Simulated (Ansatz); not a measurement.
**Sensitivity of the G0W0 gap of Si3N4 (I-43d)**

Aim: change settings of a G0W0 run on Si3N4 (I-43d) and see what moves.

Program: Ansatz 0.2.0. Level of theory: G0W0 on LDA, plane waves, PAW; PAW set soft_1. Results are calculated unless marked as measured.

In doubt: masses and optical values from hybrid runs of this build are listed as unsure (step 5), which bears on the screening that GW takes from such a start.

## Step 1: Set-up

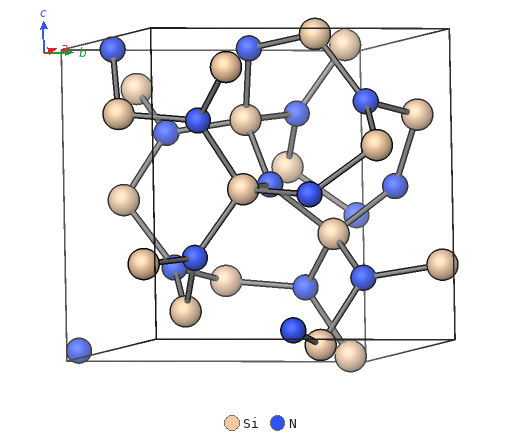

Start, viewed slightly off an axis; silicon light orange, nitrogen blue. This picture shows the conventional cell, with its axes. Bonds to atoms that aren't drawn are left out. Some periodic images of atoms are drawn too.

Coordinates:

```xyz
14
Lattice="-3.2374 3.2374 3.2374 3.2374 -3.2374 3.2374 3.2374 3.2374 -3.2374" Properties=species:S:1:pos:R:3 pbc="T T T"
Si    2.4280    3.2374   -1.6187
Si   -1.6187    2.4280    3.2374
Si    0.8093    3.2374    1.6187
Si    1.6187    0.8093    3.2373
Si    3.2374   -1.6187    2.4280
Si    3.2374    1.6187    0.8093
N     1.8220    1.8220    1.8220
N     0.2033   -0.2033    3.0340
N     1.4154    4.6527   -1.4154
N     3.0340    0.2033   -0.2033
N    -1.4154    1.4154    4.6527
N     0.2033    0.2033    0.2033
N     4.6527   -1.4154    1.4154
N    -0.2033    3.0340    0.2033
```

The cell and positions come from the Crystallography Open Database and are kept as given unless a step says otherwise. This is not the form that Si3N4 usually takes at ambient conditions.

## Step 2: The base run: 2×2×2 mesh, 308 empty bands, screening to 100 eV, PAW set soft_1 files

Now the one-shot GW correction: screening in the RPA, then the self-energy of the levels asked for. This step takes PAW set soft_1 files.

input.yaml

```yaml
crystal:
  lattice:
    - [-3.23735, 3.23735, 3.23735]
    - [3.23735, -3.23735, 3.23735]
    - [3.23735, 3.23735, -3.23735]
  atoms:
    - { symbol: Si, position: [0.25, 0.125, 0.875] }
    - { symbol: Si, position: [0.875, 0.25, 0.125] }
    - { symbol: Si, position: [0.75, 0.375, 0.625] }
    - { symbol: Si, position: [0.625, 0.75, 0.375] }
    - { symbol: Si, position: [0.125, 0.875, 0.25] }
    - { symbol: Si, position: [0.375, 0.625, 0.75] }
    - { symbol: "N", position: [0.5628, 0.5628, 0.5628] }
    - { symbol: "N", position: [0.4372, 0.5, 0.0] }
    - { symbol: "N", position: [0.5, 0.0, 0.9372] }
    - { symbol: "N", position: [0.0, 0.4372, 0.5] }
    - { symbol: "N", position: [0.9372, 0.5, 0.0] }
    - { symbol: "N", position: [0.0628, 0.0628, 0.0628] }
    - { symbol: "N", position: [0.0, 0.9372, 0.5] }
    - { symbol: "N", position: [0.5, 0.0, 0.4372] }
kpoints:
  mp_grid: { grid: [2, 2, 2] }
hamiltonian:
  xc: lda
  pseudopotentials: { kind: paw, azcp: { folder: soft_1 }, xc_functional: pbe }
scf:
  occupations: { method: fixed }
gw:
  n_empty_bands: 308
  ecut_chi: 100
  qp_bands: [v4, c4]
  qp_kpoints: band_edges
  screening: { model: contour_deformation }
```

Command:

```console
> ansatz run input.yaml --threads 3 --pin off --max-ram 92160MiB --backend cuda --events-out ev --progress --plain --runs-dir out --devices 1 --max-vram 13GiB
```

Numbers of over 12 decimals in the logs are rounded to 6 here.

What it wrote:

```text
GPUs: using 1 of 1 available (devices: 1).
Engine: ansatz 0.2.0, x86_64-unknown-linux-gnu
Pseudopotentials: kind: paw
Pseudopotential: Si, paw, valence charge 4, recommended cutoff 420 eV (normal), soft_1/Si.paw.azcp
Pseudopotential: N, paw, valence charge 5, recommended cutoff 420 eV (normal), soft_1/N.paw.azcp
Functional definition: SPW92
  exchange = slater_x
  correlation = pw_c
device memory: the entry about to start is reckoned to put 2.5 GiB on a device that reports 49.4 GiB free (of which the cap on the GPU budget leaves the run 13.0 GiB)
GPU FFT provider: cuFFT
GPU libraries: cuBLAS 13.8.2, cuFFT 12.4.0, cuSOLVER 12.3.4
Crystal: 14 atoms, lattice volume = 135.715 Å³
Basis set: ecut = 420 eV, 2659 PW (Γ)
Bands: 46, of which v1, the nominal top of the filled ones, is band 32 counted from 1 (31 counted from 0)
Symmetry: 24 space group operations
Space group: I-43d (ITA 220), of the structure as read, at distance tolerance 5.1e-5 Å
k-points: 3 of 8
Non-local potential: Si, projectors of the file, l = 0: 2, l = 1: 2, l = 2: 1
Non-local potential: N, projectors of the file, l = 0: 2, l = 1: 2, l = 2: 1
PAW form: soft (Blöchl's): semilocal exchange-correlation on the pseudo side does not see the compensation charge
PAW frozen core: Si, regenerated for the run's functional, and the local potential with it (the file was generated under x = pbe(κ = 0.804, μ = 0.219515), c = pbe(β = 0.066725))
PAW frozen core: N, regenerated for the run's functional, and the local potential with it (the file was generated under x = pbe(κ = 0.804, μ = 0.219515), c = pbe(β = 0.066725))
PAW one-centre angular grid: Si, 110 points (default); XC on 64 Gauss nodes
PAW one-centre angular grid: N, 110 points (default); XC on 64 Gauss nodes
Initial density: superposition of atomic densities (chi_scale 0.1, normalization cell, long waves kept (reshape's long-wave potential 0.00 eV rms))
Initial wavefunctions: pseudopotential atomic-orbital guess
GPU buffer pool allocated for 64000 grid points (all kernels)
GPU transforms: local potential and band sums: pruned to the plane-wave sphere, on 40×40×40
Functional: x = slater, c = lda
SCF iter   1: F=—  HF=-6670.294873 eV  |F-HF|=—  |Δ(HF+E_count)|=         —  Δρ=1.54e-1  dr2=3.35e1  ethr=3.10e-3  ⟨swp⟩=5.0  Hψ=542  notcnv=0  defer=26
preconditioner: auto → Resta (q_TF=auto, 2.407 Å⁻¹)  ε∞=3.8  [insulator: Δε(μ)=5.767 eV  Ē_g=15.121 eV  n_scr=42 (ndim 8)  ℏωp=25.5 eV  f_vac=0.000  ε∞_Penn≈3.8]
SCF iter   2: F=—  HF=-6659.986563 eV  |F-HF|=—  |Δ(HF+E_count)|=    1.03e1  Δρ=4.96e-2  dr2=1.88e0  ethr=3.10e-3  ⟨swp⟩=3.7  Hψ=363  notcnv=0  defer=26
SCF iter   3: F=—  HF=-6659.511490 eV  |F-HF|=—  |Δ(HF+E_count)|=   4.75e-1  Δρ=2.44e-2  dr2=4.46e-1  ethr=2.94e-3  ⟨swp⟩=1.0  Hψ=146  notcnv=0  defer=21
[...]
NSCF: frozen V_eff on 3 k-points
G₀W₀ screening: q 1/3
[... further progress lines ...]
device memory: the entry about to start is reckoned to put 0.7 GiB on a device that reports 46.3 GiB free (of which the cap on the GPU budget leaves the run 13.0 GiB)
NSCF: frozen V_eff on 1 k-points
SCF converged after 7 iterations
Free energy (F): -6659.394462 eV
Harris-Foulkes:  -6659.394462 eV  (|F-HF|=1.70e-8)
Internal energy: -6659.394462 eV  (E = F + TS)
E sigma→0 (E₀):  -6659.394462 eV
Fermi energy:    9.047798 eV
--- Per-component energies (eV) ---
  E_band       = 123.622833
  E_kinetic    = 1325.450547
  E_local      = -1638.449310  (includes V_loc(G=0)·N_el)
  E_nonlocal   = 420.731109
  E_hartree    = 553.044366
  E_xc         = -817.895992
  E_vxc        = -903.139444  (∫ρ·V_xc dr)
  E_paw        = -3865.126066  (= ΣΔE_a)
  E_vpaw       = -187.069663  (= ΣTr[D̂ρ^β])
  E_aug_tail   = 0.007121  (compensation charges beyond the density's cutoff)
  E_ewald      = -2638.302572
  E_core_change = 1.146337  (= ΣΔE_core)
  E_smearing   = -0.000000  (= −TS)
  E_closure    = 0.000000  (closes the sum)
  Σ components = -6659.394462   (vs F -6659.394462, Δ=0.00e0)
--- Band table (eV) ---
  k-point 0: bands = [... 28 lower, 8.8983, 8.8983, 8.8983, 8.9991, 13.5065, 13.5065, 13.6110, 13.6110, ... 10 higher]
  k-point 1: bands = [... 28 lower, 7.7636, 7.7636, 9.0478, 9.0478, 13.8550, 13.8550, 14.8924, 14.8924, ... 10 higher]
  k-point 2: bands = [... 28 lower, 7.1284, 7.1284, 7.8412, 7.8412, 14.2883, 14.2883, 14.2883, 14.2883, ... 10 higher]
--- G₀W₀: contour deformation, 5 samples at zero and on the imaginary axis and 1 off it, 8 q-points, 308 empty bands' worth ---
  eigenvalues of the whole cell's RPA ε∞ on this k-mesh (on a slab, of 1 + 4πα/V) = 4.7385, 4.7385, 4.7385; static W/v taken at q = 0 is 0.211036
  bands read: the sum over 340 bands ends inside a degenerate multiplet in 2 slots, whose members it reads at an even weight; the widest, k=2: bands 339 to 344 (counted from 1) at 2/6 each
  gw.qp_kpoints: band_edges: 3 of 3 stored k-points solved, in 1 pass; an edge of the gap read off the rows below is read off those points alone
    ik  band        ε_KS         Σx   Σc(E_QP)       V_xc       Z   E_QP_lin       E_QP  E_QP is
     0    29      8.8983   -21.7412     3.4804   -17.7902  0.7864     8.4257     8.4276  root
     0    30      8.8983   -21.7412     3.4804   -17.7902  0.7864     8.4257     8.4276  root
     0    31      8.8983   -21.7412     3.4804   -17.7902  0.7864     8.4257     8.4276  root
     0    32      8.9991   -21.8555     3.5944   -17.7674  0.7858     8.5034     8.5055  root
     0    33     13.5065    -6.8554    -4.4661   -12.3904  0.8283    14.5836    14.5754  root
     0    34     13.5065    -6.8554    -4.4661   -12.3904  0.8283    14.5836    14.5754  root
     0    35     13.6110    -8.7529    -4.4920   -14.4079  0.8199    14.7840    14.7740  root
     0    36     13.6110    -8.7529    -4.4920   -14.4079  0.8199    14.7840    14.7740  root
[...]
2    33     14.2883    -6.8097    -4.6907   -12.5895  0.8242    15.3867    15.3774  root
     2    34     14.2883    -6.8097    -4.6907   -12.5895  0.8242    15.3867    15.3774  root
     2    35     14.2883    -6.8097    -4.6907   -12.5895  0.8242    15.3867    15.3774  root
     2    36     14.2883    -6.8097    -4.6907   -12.5895  0.8242    15.3867    15.3774  root
```

It took 6.7 s on 1 × NVIDIA H100 80GB HBM3 (shared by 6 runs) with 3 threads of AMD EPYC 7R13 (Zen 3), shared host; peak memory 1.1 GiB.

This step gave:

* bands summed: 340
* RPA ε∞ on this mesh (eigenvalues): 4.739, 4.739, 4.739
* plane waves in the screening matrix: 321
* q-points in the mesh: 8
* G0W0 gap on the mesh: 5.989 eV
* k of the valence top: 0, 0, -0.5
* k of the conduction bottom: 0, 0, 0
* starting gap on the mesh: 4.459 eV
* Z at the valence top: 0.7864
* Z at the conduction bottom: 0.8283
* least direct G0W0 gap on the computed points: 6.070 eV

The gap on the mesh goes from 4.46 eV to 5.99 eV, a correction of +1.53 eV. Between the two edge states, bare exchange in place of the xc potential would open the gap by 9.52 eV, and correlation takes back 7.99 eV.

## Step 3: Variant: guard bands

input.yaml, as its differences from that of step 2:

```diff
@@ -28,4 +28,4 @@
 gw:
-  n_empty_bands: 308
-  ecut_chi: 100
+  n_empty_bands: 220
+  ecut_chi: 80
   qp_bands: [v4, c4]
@@ -33 +33,2 @@
   screening: { model: contour_deformation }
+  n_guard_bands: 12
```

What it wrote:

```text
GPUs: using 1 of 1 available (devices: 1).
[...]
GPU FFT provider: cuFFT
GPU libraries: cuBLAS 13.8.2, cuFFT 12.4.0, cuSOLVER 12.3.4
Crystal: 14 atoms, lattice volume = 135.715 Å³
Basis set: ecut = 420 eV, 2659 PW (Γ)
Bands: 46, of which v1, the nominal top of the filled ones, is band 32 counted from 1 (31 counted from 0)
[... 1 set-up line as in the run before ...]
[...]
k-points: 3 of 8
[...]
GPU buffer pool allocated for 64000 grid points (all kernels)
[...]
SCF iter   1: F=—  HF=-6670.294873 eV  |F-HF|=—  |Δ(HF+E_count)|=         —  Δρ=1.54e-1  dr2=3.35e1  ethr=3.10e-3  ⟨swp⟩=5.0  Hψ=542  notcnv=0  defer=26
[...]
SCF iter   7: F=-6659.394462 eV  HF=-6659.394462 eV  |F-HF|=1.70e-8  |Δ(HF+E_count)|=   5.51e-7  Δρ=5.92e-6  dr2=4.33e-8  ethr=1.56e-10  ⟨swp⟩=12.0  Hψ=784  notcnv=0
SCF 1 converged in 7 iterations: F = -6659.394462 eV  dr2 = 4.33e-8
[...]
0    29      8.8983   -21.7412     3.6532   -17.7902  0.7889     8.5997     8.6004  root
     0    30      8.8983   -21.7412     3.6532   -17.7902  0.7889     8.5997     8.6004  root
     0    31      8.8983   -21.7412     3.6532   -17.7902  0.7889     8.5997     8.6004  root
     0    32      8.9991   -21.8555     3.7643   -17.7674  0.7883     8.6745     8.6754  root
     0    33     13.5065    -6.8554    -4.3708   -12.3904  0.8290    14.6805    14.6707  root
     0    34     13.5065    -6.8554    -4.3708   -12.3904  0.8290    14.6805    14.6707  root
     0    35     13.6110    -8.7529    -4.3931   -14.4079  0.8214    14.8847    14.8729  root
     0    36     13.6110    -8.7529    -4.3931   -14.4079  0.8214    14.8847    14.8729  root
[...]
2    33     14.2883    -6.8097    -4.6039   -12.5895  0.8249    15.4752    15.4642  root
     2    34     14.2883    -6.8097    -4.6039   -12.5895  0.8249    15.4752    15.4642  root
     2    35     14.2883    -6.8097    -4.6039   -12.5895  0.8249    15.4752    15.4642  root
     2    36     14.2883    -6.8097    -4.6039   -12.5895  0.8249    15.4752    15.4642  root
[key lines of the parts left out:]
SCF converged after 7 iterations
Free energy (F): -6659.394462 eV
Fermi energy:    9.047798 eV
```

Elapsed: 6 s, on 1 × NVIDIA H100 80GB HBM3 (shared by 6 runs) with 3 threads; peak memory 1.1 GiB; 7.4 s of CPU time.

The G0W0 gap on the mesh is 5.910 eV.

Against the base:

| setting | base | variant |
| --- | --- | --- |
| empty bands | 308 | 220 |
| screening cutoff (eV) | 100 | 80 |
| n guard bands | - | 12 |

| quantity | variant | base |
| --- | --- | --- |
| starting gap on the mesh | 4.459 | 4.459 |
| G0W0 gap on the mesh | 5.910 | 5.989 |
| least direct G0W0 gap on the computed points | 5.995 | 6.070 |
| Z at the valence top | 0.789 | 0.786 |
| Z at the conduction bottom | 0.829 | 0.828 |

## Step 4: Variant: larger pair-density box

input.yaml, as its differences from that of step 3:

```diff
@@ -28,4 +28,4 @@
 gw:
-  n_empty_bands: 220
-  ecut_chi: 80
+  n_empty_bands: 308
+  ecut_chi: 100
   qp_bands: [v4, c4]
@@ -33,2 +33,2 @@
   screening: { model: contour_deformation }
-  n_guard_bands: 12
+  ecutfock_ratio: 2
```

What it wrote:

```text
GPUs: using 1 of 1 available (devices: 1).
[...]
GPU FFT provider: cuFFT
GPU libraries: cuBLAS 13.8.2, cuFFT 12.4.0, cuSOLVER 12.3.4
Crystal: 14 atoms, lattice volume = 135.715 Å³
Basis set: ecut = 420 eV, 2659 PW (Γ)
Bands: 46, of which v1, the nominal top of the filled ones, is band 32 counted from 1 (31 counted from 0)
[... 1 set-up line as in the run before ...]
[...]
k-points: 3 of 8
[...]
GPU buffer pool allocated for 64000 grid points (all kernels)
[...]
SCF iter   1: F=—  HF=-6670.294873 eV  |F-HF|=—  |Δ(HF+E_count)|=         —  Δρ=1.54e-1  dr2=3.35e1  ethr=3.10e-3  ⟨swp⟩=5.0  Hψ=542  notcnv=0  defer=26
[...]
SCF iter   7: F=-6659.394462 eV  HF=-6659.394462 eV  |F-HF|=1.70e-8  |Δ(HF+E_count)|=   5.51e-7  Δρ=5.92e-6  dr2=4.33e-8  ethr=1.56e-10  ⟨swp⟩=12.0  Hψ=784  notcnv=0
SCF 1 converged in 7 iterations: F = -6659.394462 eV  dr2 = 4.33e-8
[...]
G₀W₀ screening: q 1/3
[...]
0    29      8.8983   -21.7412     3.4804   -17.7902  0.7864     8.4257     8.4276  root
     0    30      8.8983   -21.7412     3.4804   -17.7902  0.7864     8.4257     8.4276  root
     0    31      8.8983   -21.7412     3.4804   -17.7902  0.7864     8.4257     8.4276  root
     0    32      8.9991   -21.8555     3.5944   -17.7674  0.7858     8.5034     8.5055  root
     0    33     13.5065    -6.8554    -4.4661   -12.3904  0.8283    14.5836    14.5754  root
     0    34     13.5065    -6.8554    -4.4661   -12.3904  0.8283    14.5836    14.5754  root
     0    35     13.6110    -8.7529    -4.4920   -14.4079  0.8199    14.7840    14.7740  root
     0    36     13.6110    -8.7529    -4.4920   -14.4079  0.8199    14.7840    14.7740  root
[...]
2    33     14.2883    -6.8097    -4.6907   -12.5895  0.8242    15.3867    15.3774  root
     2    34     14.2883    -6.8097    -4.6907   -12.5895  0.8242    15.3867    15.3774  root
     2    35     14.2883    -6.8097    -4.6907   -12.5895  0.8242    15.3867    15.3774  root
     2    36     14.2883    -6.8097    -4.6907   -12.5895  0.8242    15.3867    15.3774  root
[key lines of the parts left out:]
SCF converged after 7 iterations
Free energy (F): -6659.394462 eV
Fermi energy:    9.047798 eV
```

It took 8 s on 1 × NVIDIA H100 80GB HBM3 (shared by 6 runs) with 3 threads; peak memory 1.1 GiB.

The G0W0 gap on the mesh is 5.989 eV.

Against the base:

| setting | base | variant |
| --- | --- | --- |
| ecutfock ratio | - | 2 |

| quantity | variant | base |
| --- | --- | --- |
| starting gap on the mesh | 4.459 | 4.459 |
| G0W0 gap on the mesh | 5.989 | 5.989 |
| least direct G0W0 gap on the computed points | 6.070 | 6.070 |
| Z at the valence top | 0.786 | 0.786 |
| Z at the conduction bottom | 0.828 | 0.828 |

## Step 5: Variant: starting point

This step: G0W0 on r2SCAN0, plane waves, PAW; PAW set soft_1.

input.yaml, as its differences from that of step 4:

```diff
@@ -23,4 +23,4 @@
 hamiltonian:
-  xc: lda
-  pseudopotentials: { kind: paw, azcp: { folder: soft_1 }, xc_functional: pbe }
+  xc: r2scan0
+  pseudopotentials: { kind: paw, azcp: { folder: soft_1 } }
 scf:
@@ -33,2 +33 @@
   screening: { model: contour_deformation }
-  ecutfock_ratio: 2
```

What it wrote:

```text
GPUs: using 1 of 1 available (devices: 1).
[...]
davidson cushion auto → on  (no smearing: the cushion is to keep the highest requested band from converging to the state above it; pin scf.eigensolver.cushion to override)
[...]
GPU FFT provider: cuFFT
GPU libraries: cuBLAS 13.8.2, cuFFT 12.4.0, cuSOLVER 12.3.4
Crystal: 14 atoms, lattice volume = 135.715 Å³
Basis set: ecut = 500 eV, 3463 PW (Γ), exchange–correlation on 180×180×180 points (64 copies of the dense FFT grid, shifted against one another)
Bands: 46, of which v1, the nominal top of the filled ones, is band 32 counted from 1 (31 counted from 0)
[... 1 set-up line as in the run before ...]
[...]
k-points: 3 of 8
[...]
GPU buffer pool allocated for 91125 grid points (all kernels)
[...]
iter 1 solved again at ethr=5.33e-2 eV; its pass at ethr=1.00e-1 eV (dr2=3.41e1 eV) is discarded
[...]
0    29      7.6849   -21.9443     3.0929   -19.2333  0.8294     8.0661     8.0668  root
     0    30      7.6849   -21.9443     3.0929   -19.2333  0.8294     8.0661     8.0668  root
     0    31      7.6849   -21.9443     3.0929   -19.2333  0.8294     8.0661     8.0668  root
     0    32      7.7395   -21.9893     3.1800   -19.1879  0.8287     8.1173     8.1180  root
     0    33     15.0601    -6.3846    -3.9787   -10.4503  0.8638    15.1472    15.1471  root
     0    34     15.0601    -6.3846    -3.9787   -10.4503  0.8638    15.1472    15.1471  root
     0    35     15.1676    -8.2195    -4.0110   -12.4602  0.8577    15.3975    15.3972  root
     0    36     15.1676    -8.2195    -4.0110   -12.4602  0.8577    15.3975    15.3972  root
[...]
2    33     15.9113    -6.4360    -4.1456   -10.6660  0.8605    15.9958    15.9958  root
     2    34     15.9113    -6.4360    -4.1456   -10.6660  0.8605    15.9958    15.9958  root
     2    35     15.9113    -6.4360    -4.1456   -10.6660  0.8605    15.9958    15.9958  root
     2    36     15.9113    -6.4360    -4.1456   -10.6660  0.8605    15.9958    15.9958  root
[key lines of the parts left out:]
Free energy (F): -6926.721329 eV
Fermi energy:    7.827911 eV
```

The job ended after 43 s (1 × NVIDIA H100 80GB HBM3 (shared by 6 runs) with 3 threads; peak memory 1.5 GiB; 51 s of CPU time).

The G0W0 gap on the mesh is 6.927 eV.

Against the base:

| setting | base | variant |
| --- | --- | --- |
| start | LDA | r2SCAN0 |

| quantity | variant | base |
| --- | --- | --- |
| starting gap on the mesh | 7.232 | 4.459 |
| G0W0 gap on the mesh | 6.927 | 5.989 |
| least direct G0W0 gap on the computed points | 7.029 | 6.070 |
| Z at the valence top | 0.829 | 0.786 |
| Z at the conduction bottom | 0.864 | 0.828 |

## Step 6: What came out

```json
{"base": "5.99 eV, 6.7 s", "guard bands": "5.91 eV, 6 s", "larger pair-density box": "5.99 eV, 8 s", "starting point": "6.93 eV, 43 s"}
```

**Reading.** Guard bands: the gap moves by −0.08 eV. The variant differs from the base in empty bands, screening cutoff and n guard bands together, so the change can't be laid to one of them. Larger pair-density box: the gap moves by +0.00 eV. Starting point: the gap moves by +0.94 eV and the time by a factor of 6.4 (the plane-wave cutoff goes from 420 to 500 eV). All runs here use a coarse mesh and modest cutoffs; they test settings and are not final values. The 2×2×2 mesh is coarse for this cell (its supercell is 11 Å along the shortest edge). The RPA ε∞ on it, from the LDA start, is 4.74; such meshes misread the long-range screening, most where the gap is narrow.

[Paths, hosts, dates, memory and timing lines, banners, echoed tables and standing remarks are left out of the program output.]

[Logs are printed without paths, hosts, clocks, repeated set-up lines and the standing remarks that a program may print on its own settings, such as how far it seeks lower states.]

[Runs of the session that timed out or met a known fault of the program may be left out.]

[Cells called generated may have been cut or substituted from an entry of the Crystallography Open Database or the Materials Project.]

[Hosts, paths, dates, database ids (printed as entryN), source tags and the programs' standing remarks are cut or masked in the printed files.]
